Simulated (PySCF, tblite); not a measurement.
# C6H8ClFO: a rotation path, then NMR shifts on frames, part 2 of 2

tblite 0.8.0 and PySCF 2.14.0. Atoms count from 0.

## Step 5: Nuclear shieldings: image 5, PBE0/pcSseg-1

The job: settings as JSON, then the geometry in Å.

```
{"job": {"kind": "nmr", "xc": "PBE0", "basis": "pcSseg-1", "pop": false}, "charge": 0, "multiplicity": 1}
F     -2.541100    -0.542600     1.204600
C     -2.268500     0.259600     0.127600
C     -0.807200     0.124700    -0.329900
C     -0.045300    -0.948100     0.448700
C      1.390600    -1.024600    -0.061300
C      1.948700     0.361200    -0.214000
C      1.147100     1.417400    -0.227200
Cl     1.738800     3.032100    -0.354800
O     -0.205500     1.406100    -0.153500
H     -2.971900    -0.032800    -0.656700
H     -2.455200     1.288700     0.446300
H     -0.777500    -0.112200    -1.402800
H     -0.558000    -1.903800     0.340400
H     -0.051400    -0.666500     1.502800
H      1.427900    -1.542400    -1.024600
H      2.007800    -1.594500     0.635900
H      3.013800     0.489600    -0.291200
```

Method: GIAO PBE0/pcSseg-1 NMR shielding, non-relativistic, gas phase.

Log:

```text
coarse grid: 15272 points
cycle   1  E = -867.8609095959  dE =  1.408e+00  |g| = 6.967e-01  |ddm| = 3.784e+00
cycle   2  E = -867.7868062081  dE =  7.410e-02  |g| = 9.684e-01  |ddm| = 1.137e+00
cycle   3  E = -867.9503164983  dE = -1.635e-01  |g| = 7.433e-02  |ddm| = 6.873e-01
cycle   4  E = -867.9513077549  dE = -9.913e-04  |g| = 3.547e-02  |ddm| = 9.946e-02
cycle   5  E = -867.9515704734  dE = -2.627e-04  |g| = 1.363e-02  |ddm| = 4.224e-02
cycle   6  E = -867.9516058691  dE = -3.540e-05  |g| = 4.697e-03  |ddm| = 1.399e-02
cycle   7  E = -867.9516104275  dE = -4.558e-06  |g| = 1.086e-03  |ddm| = 4.555e-03
final grid: 144784 points
cycle   8  E = -868.0231739978  dE = -5.182e-05  |g| = 1.296e-02  |ddm| = 3.994e-02
cycle   9  E = -868.0231312744  dE =  4.272e-05  |g| = 1.986e-02  |ddm| = 2.266e-02
cycle  10  E = -868.0232062200  dE = -7.495e-05  |g| = 2.260e-03  |ddm| = 1.510e-02
cycle  11  E = -868.0232073254  dE = -1.105e-06  |g| = 5.875e-04  |ddm| = 2.560e-03
cycle  12  E = -868.0232073956  dE = -7.019e-08  |g| = 1.720e-04  |ddm| = 6.451e-04
cycle  13  E = -868.0232074016  dE = -5.996e-09  |g| = 4.222e-05  |ddm| = 1.545e-04
cycle  14  E = -868.0232074019  dE = -3.661e-10  |g| = 1.343e-05  |ddm| = 4.732e-05
converged SCF energy = -868.0232074019

GIAO shielding tensors (ppm)
atom      isotropic    diamagn.    paramagn.     s11        s22        s33       span
  0 F      434.887     472.593     -37.706    390.970    412.586    501.105    110.135
  1 C       97.358     238.180    -140.822     65.342     84.781    141.951     76.609
  2 C      106.148     248.230    -142.082     87.096     97.955    133.394     46.298
  3 C      162.693     248.363     -85.670    156.247    159.903    171.929     15.682
  4 C      161.127     246.347     -85.220    154.206    162.703    166.473     12.267
  5 C       84.674     255.224    -170.550      1.836    101.070    151.117    149.281
  6 C       31.594     245.666    -214.072    -62.320     69.093     88.009    150.329
  7 Cl     682.517    1145.227    -462.710    479.306    537.803   1030.441    551.136
  8 O      183.290     398.942    -215.652    111.704    177.587    260.578    148.874
  9 H       26.601      27.103      -0.503     21.818     27.288     30.696      8.878
 10 H       26.749      27.608      -0.858     22.217     28.112     29.919      7.702
 11 H       27.528      31.856      -4.328     24.241     26.053     32.289      8.048
 12 H       29.967      30.729      -0.762     24.389     29.418     36.094     11.705
 13 H       29.855      31.154      -1.299     25.335     29.136     35.093      9.758
 14 H       29.392      29.462      -0.069     25.096     26.894     36.186     11.090
 15 H       29.464      28.976       0.488     24.588     27.321     36.484     11.896
 16 H       26.725      30.453      -3.728     22.845     27.836     29.495      6.649
```

Run time: 25 s. Hardware: 1 thread of AMD EPYC 7B13, shared host; peak memory 0.92 GiB.

Key values: δ C6 155.3, C5 102.3, C1 89.6, C2 80.8, H9 5.12, H16 4.99 ppm.

## Step 6: NMR shieldings: image 6, PBE0/pcSseg-1

The job: settings as JSON, then the geometry in Å.

```
{"job": {"kind": "nmr", "xc": "PBE0", "basis": "pcSseg-1", "pop": false}, "charge": 0, "multiplicity": 1}
F     -2.468500    -0.323000     1.350900
C     -2.267000     0.257600     0.126400
C     -0.807400     0.132900    -0.329000
C     -0.050000    -0.962100     0.421700
C      1.387700    -1.029700    -0.084800
C      1.949600     0.358400    -0.199300
C      1.151000     1.416800    -0.191100
Cl     1.745200     3.033400    -0.280000
O     -0.201200     1.407400    -0.126100
H     -2.950000    -0.242300    -0.566000
H     -2.527600     1.314100     0.232600
H     -0.788800    -0.077300    -1.407900
H     -0.566600    -1.912600     0.287700
H     -0.057200    -0.707100     1.482400
H      1.427700    -1.521500    -1.061500
H      2.000700    -1.619200     0.599700
H      3.015400     0.486100    -0.265600
```

Method: GIAO PBE0/pcSseg-1 NMR shielding, non-relativistic, gas phase.

Log:

```text
coarse grid: 15272 points
cycle   1  E = -867.8618433238  dE =  1.412e+00  |g| = 6.986e-01  |ddm| = 3.782e+00
cycle   2  E = -867.7868311872  dE =  7.501e-02  |g| = 9.738e-01  |ddm| = 1.151e+00
cycle   3  E = -867.9519434929  dE = -1.651e-01  |g| = 7.357e-02  |ddm| = 6.952e-01
cycle   4  E = -867.9529253799  dE = -9.819e-04  |g| = 3.339e-02  |ddm| = 9.586e-02
cycle   5  E = -867.9531581561  dE = -2.328e-04  |g| = 1.286e-02  |ddm| = 3.999e-02
cycle   6  E = -867.9531893559  dE = -3.120e-05  |g| = 4.723e-03  |ddm| = 1.362e-02
cycle   7  E = -867.9531939699  dE = -4.614e-06  |g| = 1.085e-03  |ddm| = 4.558e-03
final grid: 144784 points
cycle   8  E = -868.0245680572  dE = -4.898e-05  |g| = 1.315e-02  |ddm| = 3.911e-02
cycle   9  E = -868.0245230829  dE =  4.497e-05  |g| = 2.027e-02  |ddm| = 2.317e-02
cycle  10  E = -868.0246011334  dE = -7.805e-05  |g| = 2.286e-03  |ddm| = 1.550e-02
cycle  11  E = -868.0246022752  dE = -1.142e-06  |g| = 5.869e-04  |ddm| = 2.598e-03
cycle  12  E = -868.0246023450  dE = -6.978e-08  |g| = 1.693e-04  |ddm| = 6.399e-04
cycle  13  E = -868.0246023508  dE = -5.774e-09  |g| = 4.169e-05  |ddm| = 1.533e-04
cycle  14  E = -868.0246023511  dE = -3.565e-10  |g| = 1.314e-05  |ddm| = 4.616e-05
converged SCF energy = -868.0246023511

GIAO shielding tensors (ppm)
atom      isotropic    diamagn.    paramagn.     s11        s22        s33       span
  0 F      435.618     472.946     -37.329    394.563    421.130    491.159     96.596
  1 C       97.021     238.198    -141.177     66.676     85.480    138.908     72.232
  2 C      105.708     248.027    -142.319     88.594     97.374    131.156     42.563
  3 C      162.961     248.371     -85.410    157.304    160.452    171.126     13.822
  4 C      161.088     246.305     -85.217    154.424    162.840    166.000     11.576
  5 C       85.126     255.225    -170.099      2.337    101.643    151.397    149.060
  6 C       31.418     245.644    -214.225    -62.258     68.931     87.582    149.840
  7 Cl     681.800    1145.242    -463.442    477.639    537.217   1030.543    552.904
  8 O      183.015     399.025    -216.010    114.887    180.546    253.613    138.725
  9 H       26.755      27.235      -0.480     21.954     27.266     31.044      9.091
 10 H       26.643      27.467      -0.824     22.313     27.672     29.945      7.632
 11 H       27.684      31.823      -4.139     24.327     26.341     32.384      8.058
 12 H       30.056      30.698      -0.641     24.649     29.170     36.350     11.701
 13 H       29.720      31.071      -1.351     25.059     29.216     34.884      9.824
 14 H       29.372      29.446      -0.074     25.076     26.881     36.160     11.085
 15 H       29.457      28.960       0.497     24.581     27.304     36.485     11.904
 16 H       26.739      30.453      -3.714     22.844     27.863     29.511      6.667
```

It took 26 s on 1 thread of AMD EPYC 7B13, shared host; peak memory 0.92 GiB.

Key values: δ C6 155.5, C5 101.8, C1 89.9, C2 81.2, H10 5.07, H16 4.98 ppm.

## Step 7: Nuclear shieldings: image 8, PBE0/pcSseg-1

The job: settings as JSON, then the geometry in Å.

```
{"job": {"kind": "nmr", "xc": "PBE0", "basis": "pcSseg-1", "pop": false}, "charge": 0, "multiplicity": 1}
F     -2.357300     0.175400     1.490400
C     -2.261700     0.254200     0.127000
C     -0.808000     0.144300    -0.331200
C     -0.056000    -0.981500     0.378200
C      1.378700    -1.036600    -0.138100
C      1.948900     0.352100    -0.173400
C      1.153300     1.411600    -0.120000
Cl     1.753400     3.026300    -0.099600
O     -0.199100     1.407200    -0.086300
H     -2.857400    -0.567900    -0.281100
H     -2.677700     1.221400    -0.168500
H     -0.808000    -0.033600    -1.418000
H     -0.573300    -1.925700     0.210000
H     -0.056200    -0.769200     1.448500
H      1.408500    -1.475300    -1.140900
H      1.988800    -1.666600     0.511600
H      3.016000     0.475900    -0.218400
```

Level: GIAO PBE0/pcSseg-1 NMR shielding, non-relativistic, gas phase.

Log:

```text
coarse grid: 15272 points
cycle   1  E = -867.8642943393  dE =  1.420e+00  |g| = 7.001e-01  |ddm| = 3.783e+00
cycle   2  E = -867.7887795115  dE =  7.551e-02  |g| = 9.780e-01  |ddm| = 1.165e+00
cycle   3  E = -867.9553150122  dE = -1.665e-01  |g| = 7.333e-02  |ddm| = 7.020e-01
cycle   4  E = -867.9562948384  dE = -9.798e-04  |g| = 3.152e-02  |ddm| = 9.272e-02
cycle   5  E = -867.9565035926  dE = -2.088e-04  |g| = 1.180e-02  |ddm| = 3.761e-02
cycle   6  E = -867.9565294365  dE = -2.584e-05  |g| = 4.687e-03  |ddm| = 1.303e-02
cycle   7  E = -867.9565339666  dE = -4.530e-06  |g| = 1.080e-03  |ddm| = 4.493e-03
final grid: 144784 points
cycle   8  E = -868.0272638513  dE = -4.399e-05  |g| = 1.326e-02  |ddm| = 3.640e-02
cycle   9  E = -868.0272167054  dE =  4.715e-05  |g| = 2.060e-02  |ddm| = 2.364e-02
cycle  10  E = -868.0272974659  dE = -8.076e-05  |g| = 2.345e-03  |ddm| = 1.592e-02
cycle  11  E = -868.0272986872  dE = -1.221e-06  |g| = 5.621e-04  |ddm| = 2.654e-03
cycle  12  E = -868.0272987509  dE = -6.369e-08  |g| = 1.678e-04  |ddm| = 6.183e-04
cycle  13  E = -868.0272987566  dE = -5.704e-09  |g| = 3.982e-05  |ddm| = 1.505e-04
cycle  14  E = -868.0272987569  dE = -3.251e-10  |g| = 1.268e-05  |ddm| = 4.382e-05
converged SCF energy = -868.0272987569

GIAO shielding tensors (ppm)
atom      isotropic    diamagn.    paramagn.     s11        s22        s33       span
  0 F      436.779     473.156     -36.377    407.254    434.372    468.710     61.456
  1 C       98.073     238.771    -140.698     70.344     85.940    137.935     67.591
  2 C      105.597     247.167    -141.570     91.368     95.845    129.577     38.209
  3 C      162.467     248.791     -86.324    156.163    162.333    168.905     12.742
  4 C      160.784     246.388     -85.604    154.361    162.618    165.374     11.012
  5 C       85.915     255.272    -169.358      3.800    102.497    151.446    147.646
  6 C       31.010     245.497    -214.487    -62.467     69.128     86.370    148.837
  7 Cl     682.913    1145.235    -462.322    481.871    536.888   1029.981    548.110
  8 O      186.989     399.080    -212.090    121.768    192.797    246.403    124.635
  9 H       27.077      27.608      -0.531     22.842     26.910     31.478      8.636
 10 H       26.571      27.289      -0.717     22.459     26.718     30.537      8.078
 11 H       27.914      31.636      -3.722     24.698     26.704     32.339      7.641
 12 H       30.190      30.940      -0.750     24.946     28.958     36.666     11.721
 13 H       29.550      30.988      -1.437     25.042     29.082     34.527      9.484
 14 H       29.330      29.460      -0.129     25.102     26.810     36.080     10.978
 15 H       29.458      29.004       0.454     24.580     27.266     36.529     11.949
 16 H       26.745      30.490      -3.746     22.817     27.908     29.509      6.692
```

It took 27 s on 1 thread of AMD EPYC 7B13, shared host; peak memory 0.92 GiB.

This run: δ C6 155.9, C5 101.0, C1 88.9, C2 81.3, H10 5.15, H16 4.97 ppm.

## Step 8: Side by side: NMR shifts

Shifts (ppm) of some atoms, chosen among heavy atoms and hydrogens apart, with basis size and wall time:

```csv
frame,C1,C2,C3,H10,H13,F0,O8,functions,time
image 0,87.6,78.8,28.0,4.49,1.32,-267.0,137.4,200,25 s
image 2,86.5,79.0,25.5,4.51,1.43,-266.4,140.4,200,27 s
image 5,89.6,80.8,24.2,4.97,1.86,-263.9,152.8,200,25 s
image 6,89.9,81.2,24.0,5.07,2.00,-264.7,153.1,200,26 s
image 8,88.9,81.3,24.5,5.15,2.17,-265.8,149.1,200,27 s
```

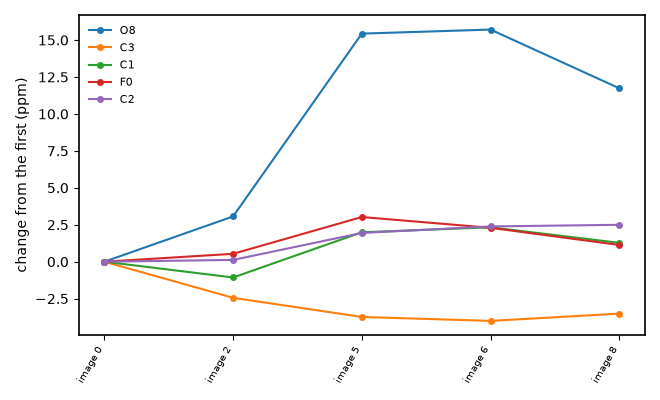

How five of the tabulated atoms move from run to run.

## Step 9: Results

What follows sums up all 2 parts.

| quantity | value |
| --- | --- |
| barrier | 0.102 eV (2.4 kcal/mol) at image 5 |
| end to end (GFN2-xTB) | 0.063 eV |
| 13C shifts against TMS (PBE0/pcSseg-1, image 0) | 155.4, 103.2, 87.6, 78.8, 28.0, 25.9 ppm |
| 1H shifts against TMS (PBE0/pcSseg-1, image 0) | 5.06, 4.98, 4.49, 4.05, 2.39, 2.23, 2.09, 1.32 ppm |
| 19F shifts against CFCl3 (PBE0/pcSseg-1, image 0) | -267.0 ppm |
| 35Cl shifts against HCl (PBE0/pcSseg-1, image 0) | 267 ppm |
| 17O shifts against H2O (PBE0/pcSseg-1, image 0) | 137.4 ppm |
| range of the shift of O8 | 137.4 to 153.1 ppm |

**Reading.** Along the band the dihedral turns by 112°, and the top (dihedral 5°) lies 2.4 kcal/mol above the start (GFN2-xTB, rough), so at room temperature this motion is fast. The top was not checked by a frequency run. Shifts at one fixed geometry are not the observed spectrum, which averages over the motion. In the first frame run (image 0): The largest span, 545 ppm, is at Cl7, where the paramagnetic term is -462 ppm. In ppm, O8 moves most: its shift spreads over 15.7 ppm, from 137.4 (image 0) to 153.1 (image 6).
